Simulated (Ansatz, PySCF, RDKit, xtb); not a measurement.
# Solving CH5GeO, step by step, part 2 of 2

Only the formula CH5GeO is given (odd number of electrons). Aim: find the structure of lowest free energy at 298.15 K, then its properties.

xtb, Ansatz and PySCF; isolated molecules. Earlier steps stand in the parts before.

### 11 c554 at CCSD(T)/def2-SVP

File input.yaml:

```yaml
crystal:
  periodic: [false, false, false]
  atoms:
    - {symbol: C, position_ang: [-0.350009, -1.152500, -0.772070]}
    - {symbol: Ge, position_ang: [-0.290236, 0.595601, 0.190255]}
    - {symbol: O, position_ang: [1.125977, 1.576966, -0.389591]}
    - {symbol: H, position_ang: [1.065936, 1.722226, -1.347219]}
    - {symbol: H, position_ang: [-0.565937, -1.011737, -1.834153]}
    - {symbol: H, position_ang: [0.078802, 0.372081, 1.696870]}
    - {symbol: H, position_ang: [0.618539, -1.650503, -0.657432]}
    - {symbol: H, position_ang: [-1.133780, -1.774063, -0.328891]}
basis:
  gaussian: {orbitals: def2-SVP}
magnetization: {spin_polarized: true, initial_magnetization: 1}
correlation: {method: ccsd_t, frozen_orbitals: {H: 0, O: 1, Ge: 9, C: 1}}
scf: {omitted_lower_state_checks: [cluster_reference]}
```

Run with:

```console
$ ansatz run input.yaml --threads 1 --pin off --max-ram 2610MiB --events-out events.jsonl --progress --plain --runs-dir runs
```

What it wrote, cut to the lines that bear on the results:

```text
Warning: RAYON_NUM_THREADS=1 ignored (pool sized by the plan → 1); use --threads N
Functional definition: HF
  name "HF"
[...]
851 factors; integrals over basis functions are off by at most 1.4e-3 eV
[...]
mean field -59610.41373942 eV, -2190.6422995340 hartree, gradient 1.9e-6 eV, S^2 0.754439; 0 other end points of the search recorded, 0 dependent functions left out
11 core orbitals not correlated: weight in the atoms' cores, before any rotation towards them, 1.000 or more for the frozen orbitals, at most 0.000 for the correlated occupied ones
reference -59610.41373942 eV, -2190.6422995340 hartree; 15, 14 occupied and 59, 60 virtual orbitals, 851 factors
second order -15.03508255 eV of doubles, -0.00000000 eV of singles
cycle   1  -15.12552558 eV  change   -9.0e-2 eV  update   9.5e-2
[...]
cycle  11  -15.66481028 eV  change   -2.3e-5 eV  update   2.0e-5
perturbative correction -0.41850406 eV, -0.0153797404 hartree
Total energy: -59626.49705376 eV, -2191.2333504343 hartree
Checks for a lower state left out: cluster_reference
```

Run time: 24 s. Hardware: 1 thread of Arm Neoverse V2, shared host.

### 12 Free energies and the winner

Energies in kcal/mol from c461a; G adds the thermal terms to the CCSD(T)/def2-SVP + MP2/def2-TZVPP - MP2/def2-SVP energy. The columns left of the relaxed level are at the tight-binding geometries.

| label | SMILES | spin | GFN2-xTB | HF/STO-3G | r2SCAN-D4/def2-SVP | B3LYP/6-31G* | HF/def2-SVP | MP2/def2-SVP | CCSD(T)/def2-SVP + MP2/def2-TZVPP - MP2/def2-SVP | G | share at equilibrium | T1 |
| --- | --- | --- | --- | --- | --- | --- | --- | --- | --- | --- | --- | --- |
| c461a | [CH3][GeH][OH] | doublet | 0.0 | 0.0 | 0.0 | 0.0 | 0.0 | 0.0 | 0.0 | 0.0 | 76.2 % | 0.013 |
| c554 | [CH3][GeH][OH] | doublet | 0.2 | -1.8 | 0.7 | 0.3 | 0.7 | 0.5 | 0.5 | 0.7 | 23.8 % | 0.013 |
| c706a | [CH2][GeH2][OH] | doublet | 34.7 | -5.8 | 18.0 | 23.8 | 11.6 | 21.2 | 20.1 | 16.3 | < 0.1 % | 0.011 |

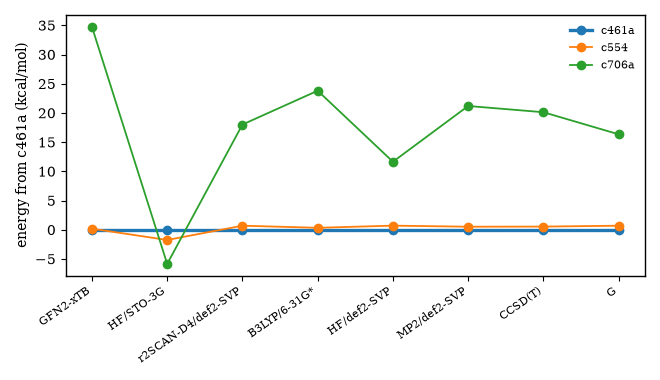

The finalists at each level, measured from c461a.

Lowest found: c461a, `[CH3][GeH][OH]`, a doublet of point group C1. Bond lengths: C1–Ge2 1.980 Å, Ge2–O3 1.817 Å, C1–H4 1.095 Å, C1–H5 1.093 Å, C1–H6 1.092 Å, Ge2–H7 1.583 Å, O3–H8 0.970 Å. Angles: C1–Ge2–O3 103.4°, C1–Ge2–H7 110.7°, O3–Ge2–H7 107.8°, Ge2–C1–H4 108.4°, Ge2–C1–H5 110.0°, Ge2–C1–H6 110.0°, Ge2–O3–H8 110.4°, H4–C1–H5 109.6°, H4–C1–H6 109.3°, H5–C1–H6 109.4°.

```xyz
8

C     0.5798    0.5405    0.3129
Ge    1.3525    1.8203    1.6114
O    -0.0885    2.7756    2.1705
H     0.0469    1.1076   -0.4572
H     1.3756   -0.0493   -0.1501
H    -0.1201   -0.1281    0.8191
H     2.3446    2.8200    0.8878
H     0.1967    3.5589    2.6669
```

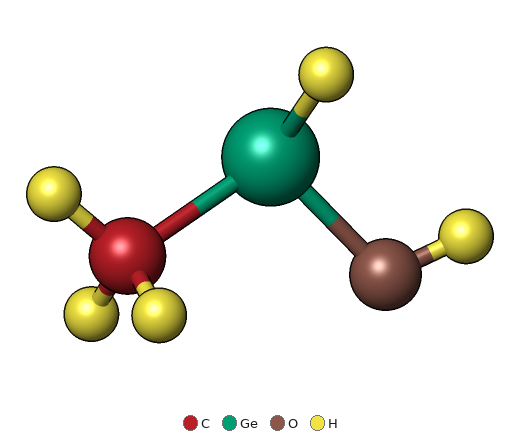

The lowest structure found, seen from a chosen angle (carbon red, germanium teal, oxygen brown, hydrogen yellow).

### 13 Density, orbitals and dipole (PBE0/def2-TZVPD)

File input.yaml:

```yaml
crystal:
  periodic: [false, false, false]
  atoms:
    - {symbol: C, position_ang: [0.579798, 0.540508, 0.312901]}
    - {symbol: Ge, position_ang: [1.352501, 1.820289, 1.611384]}
    - {symbol: O, position_ang: [-0.088456, 2.775631, 2.170498]}
    - {symbol: H, position_ang: [0.046928, 1.107550, -0.457206]}
    - {symbol: H, position_ang: [1.375620, -0.049320, -0.150108]}
    - {symbol: H, position_ang: [-0.120124, -0.128074, 0.819137]}
    - {symbol: H, position_ang: [2.344557, 2.819958, 0.887800]}
    - {symbol: H, position_ang: [0.196739, 3.558912, 2.666943]}
basis:
  gaussian:
    orbitals: def2-TZVPD
magnetization:
  spin_polarized: true
  initial_magnetization: 1
hamiltonian:
  xc: {name: PBE0}
output: {forces: true, orbitals: {seedname: orbitals}}
```

Run with:

```console
$ ansatz run input.yaml --threads 1 --pin off --max-ram 2610MiB --events-out events.jsonl --progress --plain --runs-dir runs
```

What it wrote, cut to the lines that bear on the results:

```text
Warning: RAYON_NUM_THREADS=1 ignored (pool sized by the plan → 1); use --threads N
Functional definition: PBE0
  name "PBE0"
[...]
1039 factors; their error is unknown
[...]
mean field -59674.13253409 eV, -2192.9839220481 hartree, gradient 7.5e-5 eV, S^2 0.752326; 0 other end points of the search recorded, 0 dependent functions left out
[...]
reference -59674.13257208 eV, -2192.9839234440 hartree; 26, 25 occupied and 150, 151 virtual orbitals, 1039 factors
Total energy: -59674.13257208 eV, -2192.9839234440 hartree
Atom 0 at     0.579798     0.540508     0.312901 Å, force     0.107212     0.125591     0.214398 eV/Å
Atom 1 at     1.352501     1.820289     1.611384 Å, force    -0.397747     0.146066    -0.351826 eV/Å
Atom 2 at    -0.088456     2.775631     2.170498 Å, force     0.617642     0.137240     0.113617 eV/Å
Atom 3 at     0.046928     1.107550    -0.457206 Å, force     0.051176    -0.030266     0.074689 eV/Å
Atom 4 at     1.375620    -0.049320    -0.150108 Å, force    -0.073169     0.060814     0.048199 eV/Å
Atom 5 at    -0.120124    -0.128074     0.819137 Å, force     0.057431     0.056480    -0.045618 eV/Å
Atom 6 at     2.344557     2.819958     0.887800 Å, force    -0.152984    -0.145322     0.172244 eV/Å
Atom 7 at     0.196739     3.558912     2.666943 Å, force    -0.209562    -0.350604    -0.225704 eV/Å
Dipole moment:     0.208295    -0.018844    -0.043640 e Å
```

Run time: 11 s. Hardware: 1 thread of Arm Neoverse V2, shared host.

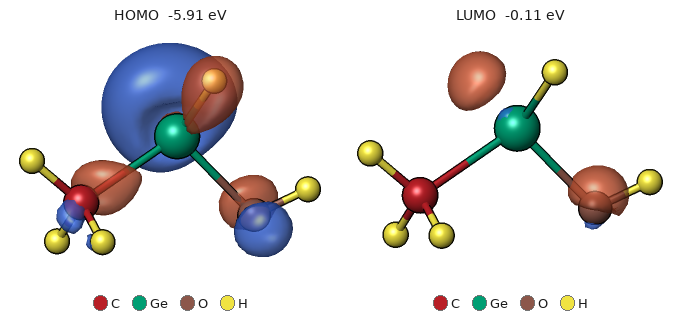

Frontier orbitals of this run (spin up), surfaces at ±0.2 Å^-3/2.

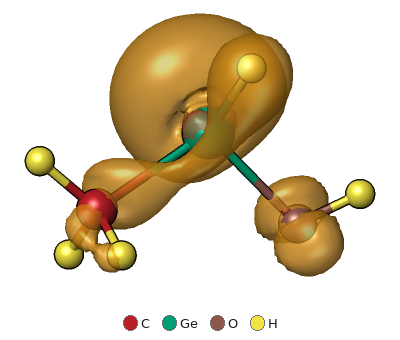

Spin density, surfaces at ±0.03 e/Å³.

### 14 Frequencies after a tight-binding relaxation (GFN2-xTB)

File start.xyz:

```xyz
8
c461a
C      0.579798     0.540508     0.312901
Ge     1.352501     1.820289     1.611384
O     -0.088456     2.775631     2.170498
H      0.046928     1.107550    -0.457206
H      1.375620    -0.049320    -0.150108
H     -0.120124    -0.128074     0.819137
H      2.344557     2.819958     0.887800
H      0.196739     3.558912     2.666943
```

Run with:

```console
$ xtb start.xyz --gfn 2 --ohess tight --uhf 1
```

What it wrote, cut to the lines that bear on the results:

```text
* xtb version 6.7.1
[...]
          :  # basis functions                  23          :
[...]
          :  # electrons                        19          :
[...]
          :  Hamiltonian                  GFN2-xTB          :
[...]
          :  net charge                          0          :
          :  unpaired electrons                  1          :
[...]
   *** convergence criteria satisfied after 11 iterations ***
[...]
   *** GEOMETRY OPTIMIZATION CONVERGED AFTER 9 ITERATIONS ***
[...]
   *** convergence criteria satisfied after 3 iterations ***
[...]
         ::                     SUMMARY                     ::
         :::::::::::::::::::::::::::::::::::::::::::::::::::::
         :: total energy             -10.660531654890 Eh    ::
         :: gradient norm              0.000266109022 Eh/a0 ::
         :: HOMO-LUMO gap              6.035838672985 eV    ::
         ::.................................................::
         :: SCC energy               -10.740264071602 Eh    ::
         :: -> isotropic ES            0.018648585293 Eh    ::
         :: -> anisotropic ES          0.001368559774 Eh    ::
         :: -> anisotropic XC          0.003040299303 Eh    ::
         :: -> dispersion             -0.003274444545 Eh    ::
         :: repulsion energy           0.079732416711 Eh    ::
         :: add. restraining           0.000000000000 Eh    ::
         :: total charge              -0.000000000000 e     ::
         :::::::::::::::::::::::::::::::::::::::::::::::::::::
[...]
        10        1.0000           -0.3328134              -9.0563 (HOMO)
        11                         -0.1110004              -3.0205 (LUMO)
[...]
     #   Z          covCN         q      C6AA      α(0)
     1   6          3.647    -0.149    23.755     7.004
     2  32          2.522     0.252   218.030    28.984
     3   8          1.584    -0.481    22.536     6.406
     4   1          0.925     0.060     2.196     2.317
     5   1          0.925     0.042     2.423     2.434
     6   1          0.925     0.056     2.252     2.347
     7   1          0.872    -0.076     4.822     3.438
     8   1          0.807     0.297     0.731     1.342
[...]
          | TOTAL ENERGY              -10.660531654891 Eh   |
          | TOTAL ENTHALPY            -10.601720005015 Eh   |
          | TOTAL FREE ENERGY         -10.637501398160 Eh   |
          | GRADIENT NORM               0.000266058639 Eh/α |
[...]
```

Wall time 0.14 s (1 thread of Arm Neoverse V2, shared host).

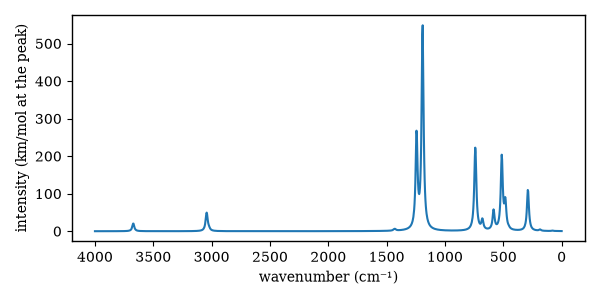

Harmonic infrared spectrum, unscaled, lines broadened by 10 cm⁻¹.

### 15 Electronic excitations (TD-B3LYP/def2-SVPD)

File input.py:

```python
from pyscf import gto, dft, tdscf

mol = gto.Mole()
mol.atom = [
    ('C', (0.579798, 0.540508, 0.312901)),
    ('Ge', (1.352501, 1.820289, 1.611384)),
    ('O', (-0.088456, 2.775631, 2.170498)),
    ('H', (0.046928, 1.107550, -0.457206)),
    ('H', (1.375620, -0.049320, -0.150108)),
    ('H', (-0.120124, -0.128074, 0.819137)),
    ('H', (2.344557, 2.819958, 0.887800)),
    ('H', (0.196739, 3.558912, 2.666943)),
]
mol.max_memory = 1860
mol.verbose = 3
mol.basis = 'def2-svpd'
mol.spin = 1
mol.charge = 0
mol.build()

myscf = dft.UKS(mol, xc='b3lyp')
myscf = myscf.density_fit(auxbasis='def2-universal-jkfit')
myscf.grids.level = 2
myscf.max_cycle = 100
myscf.kernel()
if not myscf.converged:
    myscf = myscf.newton().run(myscf.mo_coeff, myscf.mo_occ)

e_final = myscf.e_tot
print('E = %.10f Eh' % e_final)

td = myscf.TDA()
td.nstates = 5
td.kernel()
td.analyze()
roots = td.e * 27.211386
osc = td.oscillator_strength()
print('state   eV      nm      f')
for i, (w, f) in enumerate(zip(roots, osc), 1):
    print('%3d %9.4f %8.1f %9.5f' % (i, w, 1239.842 / w, f))
```

Run with:

```console
$ OMP_NUM_THREADS=1 python input.py
```

What it wrote:

```text
WARN: HOMO -0.178275464721776 >= LUMO -0.178275464721776

converged SCF energy = -2193.0359369588  <S^2> = 0.75183567  2S+1 = 2.0018348
E = -2193.0359369588 Eh
Excitation energies (eV)
[4.03734325 4.25551435 4.70850773 5.01676787 5.17933656]

** Excitation energies and oscillator strengths **
state   eV      nm      f
  1    4.0373    307.1   0.00923
  2    4.2555    291.3   0.02640
  3    4.7085    263.3   0.02073
  4    5.0168    247.1   0.04808
  5    5.1793    239.4   0.02500
```

Wall time 3.8 min (1 thread of Arm Neoverse V2, shared host); peak memory 0.59 GiB.

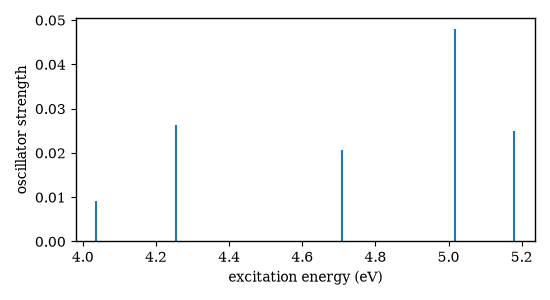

Vertical excitations as sticks.

The roots found:

| excited state | energy (eV) | strength |
| --- | --- | --- |
| 1 | 4.037 | 0.0092 |
| 2 | 4.256 | 0.0264 |
| 3 | 4.709 | 0.0207 |
| 4 | 5.017 | 0.0481 |
| 5 | 5.179 | 0.0250 |

### 16 The cation at the same geometry (PBE0/def2-TZVPD)

File input.yaml:

```yaml
basis:
  gaussian:
    orbitals: def2-TZVPD
crystal:
  periodic: [false, false, false]
  atoms:
    - symbol: C
      position_ang: [0.579798, 0.540508, 0.312901]
    - symbol: Ge
      position_ang: [1.352501, 1.820289, 1.611384]
    - symbol: O
      position_ang: [-0.088456, 2.775631, 2.170498]
    - symbol: H
      position_ang: [0.046928, 1.107550, -0.457206]
    - symbol: H
      position_ang: [1.375620, -0.049320, -0.150108]
    - symbol: H
      position_ang: [-0.120124, -0.128074, 0.819137]
    - symbol: H
      position_ang: [2.344557, 2.819958, 0.887800]
    - symbol: H
      position_ang: [0.196739, 3.558912, 2.666943]
total_charge: 1
hamiltonian:
  xc: {name: PBE0}
```

Run with:

```console
$ ansatz run input.yaml --threads 1 --pin off --max-ram 2610MiB --events-out events.jsonl --progress --plain --runs-dir runs
```

What it wrote:

```text
Warning: RAYON_NUM_THREADS=1 ignored (pool sized by the plan → 1); use --threads N
[... 2 set-up lines as earlier in the session ...]
  parameter a = 0.25
  parameter kappa = 0.804
  parameter beta = 0.06672455060314922
  exchange = (1 - a)*pbe_x(kappa = kappa, mu = beta*pi^2/3) + a*exact_x
  correlation = pbe_c(beta = beta)
1039 factors; their error is unknown
mean field evaluation 1: about -59643.9162 eV, gradient 1.1e2 eV
mean field evaluation 2: about -59544.3364 eV, gradient 2.0e2 eV
mean field evaluation 4: about -59664.6036 eV, gradient 2.2e1 eV
mean field evaluation 8: about -59665.7827 eV, gradient 1.2e-1 eV
mean field evaluation 16: about -59666.0097 eV, gradient 3.2e-4 eV
mean field -59666.00965905 eV, -2192.6854118963 hartree, gradient 8.3e-5 eV, S^2 0.000000; 0 other end points of the search recorded, 0 dependent functions left out
reference -59666.00969203 eV, -2192.6854131083 hartree; 25, 25 occupied and 151, 151 virtual orbitals, 1039 factors
Total energy: -59666.00969203 eV, -2192.6854131083 hartree
```

Run time: 4.8 s. Hardware: 1 thread of Arm Neoverse V2, shared host.

Difference from the parent: 8.12 eV. Only this spin of the product was run; a higher spin can lie lower.

### 17 The anion at the same geometry (PBE0/def2-TZVPD)

File input.yaml:

```yaml
crystal:
  periodic: [false, false, false]
  atoms:
    - {symbol: C, position_ang: [0.579798, 0.540508, 0.312901]}
    - {symbol: Ge, position_ang: [1.352501, 1.820289, 1.611384]}
    - {symbol: O, position_ang: [-0.088456, 2.775631, 2.170498]}
    - {symbol: H, position_ang: [0.046928, 1.107550, -0.457206]}
    - {symbol: H, position_ang: [1.375620, -0.049320, -0.150108]}
    - {symbol: H, position_ang: [-0.120124, -0.128074, 0.819137]}
    - {symbol: H, position_ang: [2.344557, 2.819958, 0.887800]}
    - {symbol: H, position_ang: [0.196739, 3.558912, 2.666943]}
basis:
  gaussian:
    orbitals: def2-TZVPD
total_charge: -1
scf:
  lower_state_search: off
hamiltonian:
  xc: pbe0
```

Run with:

```console
$ ansatz run input.yaml --threads 1 --pin off --max-ram 2610MiB --events-out events.jsonl --progress --plain --runs-dir runs
```

What it wrote, cut to the lines that bear on the results:

```text
Warning: RAYON_NUM_THREADS=1 ignored (pool sized by the plan → 1); use --threads N
[... 2 set-up lines as earlier in the session ...]
[...]
1039 factors; their error is unknown
[...]
mean field -59674.85817309 eV, -2193.0105887894 hartree, gradient 4.0e-6 eV, S^2 0.000000; 0 other end points of the search recorded, 0 dependent functions left out
reference -59674.85821026 eV, -2193.0105901554 hartree; 26, 26 occupied and 150, 150 virtual orbitals, 1039 factors
Total energy: -59674.85821026 eV, -2193.0105901554 hartree
Checks for a lower state left out: stability, starts, cluster_reference, orbital_swaps, neighbouring_geometries, increment
```

It took 3.3 s on 1 thread of Arm Neoverse V2, shared host.

Parent less the species with the added electron: 0.73 eV.

### 18 The quartet at the same geometry (PBE0/def2-TZVPD)

File input.yaml:

```yaml
crystal:
  periodic: [false, false, false]
  atoms:
    - symbol: C
      position_ang: [0.579798, 0.540508, 0.312901]
    - symbol: Ge
      position_ang: [1.352501, 1.820289, 1.611384]
    - symbol: O
      position_ang: [-0.088456, 2.775631, 2.170498]
    - symbol: H
      position_ang: [0.046928, 1.107550, -0.457206]
    - symbol: H
      position_ang: [1.375620, -0.049320, -0.150108]
    - symbol: H
      position_ang: [-0.120124, -0.128074, 0.819137]
    - symbol: H
      position_ang: [2.344557, 2.819958, 0.887800]
    - symbol: H
      position_ang: [0.196739, 3.558912, 2.666943]
basis:
  gaussian:
    orbitals: def2-TZVPD
magnetization:
  spin_polarized: true
  initial_magnetization: 3
hamiltonian:
  xc: pbe0
```

Run with:

```console
$ ansatz run input.yaml --threads 1 --pin off --max-ram 2610MiB --events-out events.jsonl --progress --plain --runs-dir runs
```

What it wrote, cut to the lines that bear on the results:

```text
Warning: RAYON_NUM_THREADS=1 ignored (pool sized by the plan → 1); use --threads N
[... 7 set-up lines as earlier in the session ...]
1039 factors; their error is unknown
mean field evaluation 1: about -59657.7199 eV, gradient 4.9e1 eV
mean field evaluation 2: about -59610.6526 eV, gradient 1.1e2 eV
mean field evaluation 4: about -59666.1195 eV, gradient 1.6e1 eV
mean field evaluation 8: about -59667.3130 eV, gradient 1.1e0 eV
mean field evaluation 16: about -59667.5648 eV, gradient 3.9e-2 eV
mean field evaluation 32: about -59667.5649 eV, gradient 6.2e-5 eV
mean field -59667.56494567 eV, -2192.7425676253 hartree, gradient 2.4e-5 eV, S^2 3.759104; 6 other end points of the search recorded, 0 dependent functions left out
reference -59667.56498381 eV, -2192.7425690268 hartree; 27, 24 occupied and 149, 152 virtual orbitals, 1039 factors
Total energy: -59667.56498381 eV, -2192.7425690268 hartree
```

It took 22 s on 1 thread of Arm Neoverse V2, shared host.

It lies 6.57 eV above the doublet.

### 19 Stability of the SCF solution (PBE0/def2-SVP)

File run.py:

```python
from pyscf import gto, dft

molecule = gto.M(
    atom=[
    ('C', (0.579798, 0.540508, 0.312901)),
    ('Ge', (1.352501, 1.820289, 1.611384)),
    ('O', (-0.088456, 2.775631, 2.170498)),
    ('H', (0.046928, 1.107550, -0.457206)),
    ('H', (1.375620, -0.049320, -0.150108)),
    ('H', (-0.120124, -0.128074, 0.819137)),
    ('H', (2.344557, 2.819958, 0.887800)),
    ('H', (0.196739, 3.558912, 2.666943)),
],
    spin=1,
    verbose=3,
    charge=0,
    basis='def2-svp',
    max_memory=1860,
)

mf = dft.UKS(molecule)
mf.xc = 'pbe0'
mf = mf.density_fit(auxbasis='def2-universal-jkfit')
mf.grids.level = 3
mf.max_cycle = 100
mf.kernel()
if not mf.converged:
    mf = mf.newton().run(mf.mo_coeff, mf.mo_occ)

etot = mf.e_tot
print('E = %.10f Eh' % etot)
mo_i, mo_e, stable_i, stable_e = mf.stability(internal=True, external=True, return_status=True)
print('stable: internal', stable_i, 'external', stable_e)
```

Run with:

```console
$ OMP_NUM_THREADS=1 python run.py
```

What it wrote:

```text
WARN: HOMO -0.175927281023637 >= LUMO -0.17592728102364

converged SCF energy = -2192.57824586758  <S^2> = 0.75187668  2S+1 = 2.0018758
E = -2192.5782458676 Eh
<class 'pyscf.df.df_jk.DFUKS'> wavefunction is stable in the internal stability analysis
<class 'pyscf.df.df_jk.DFUKS'> wavefunction is stable in the real -> complex stability analysis
<class 'pyscf.df.df_jk.DFUKS'> wavefunction has an UHF/UKS -> GHF/GKS instability
stable: internal True external False
```

Wall time 2.5 min (1 thread of Arm Neoverse V2, shared host).

The stability test raises a flag; for an open shell a flag towards a general spinor solution can be the free rotation of the spin.

### 20 Results

This closing draws on all 2 parts.

| quantity | value |
| --- | --- |
| lowest structure found | [CH3][GeH][OH], doublet, C1 |
| next finalist | [CH3][GeH][OH], doublet, 0.7 kcal/mol higher in G |
| share at equilibrium, among the finalists | 76.2 % |
| funnel | 20 starts, 16 minima at GFN2-xTB, 9 screening runs, 3 relaxed, 3 ranked |
| CPU time of all runs | 30 min |
| harmonic wavenumbers, lowest and highest (B3LYP/6-31G*) | 92 and 3760 cm⁻¹ |
| rotational constants, same geometry | 0.4542, 0.2079, 0.1512 cm⁻¹ |
| dipole moment (PBE0/def2-TZVPD) | 1.03 D |
| HOMO energy (highest over α and β) (PBE0/def2-TZVPD) | -5.91 eV |
| LUMO energy (lowest over α and β) (PBE0/def2-TZVPD) | -2.56 eV |
| lowest excitation (TD-B3LYP/def2-SVPD) | 4.04 eV (f = 0.009) |
| strongest of the states computed, same level | 5.02 eV (f = 0.048) |
| vertical ionisation energy (to the singlet cation) | 8.12 eV |
| vertical electron affinity | 0.73 eV |
| vertical quartet less doublet | +6.57 eV |

What this shows: The search ends on `[CH3][GeH][OH]`. The next finalist is drawn with the same bonds. At 0.7 kcal/mol the two aren't resolved. GFN2-xTB, r2SCAN-D4/def2-SVP, B3LYP/6-31G*, HF/def2-SVP and MP2/def2-SVP already put its bonding pattern lowest among the structures in one piece; HF/STO-3G favours the doublet [CH3][GeH2][O] (c259a, not a finalist). The largest share of the time went into the properties (28 %). The stability test raises a flag; for an open shell a flag towards a general spinor solution can be the free rotation of the spin. Lowest found is not proven lowest: the search is finite, and each finalist counts with one conformer. Patterns outside the rules of the enumeration were met only by chance.
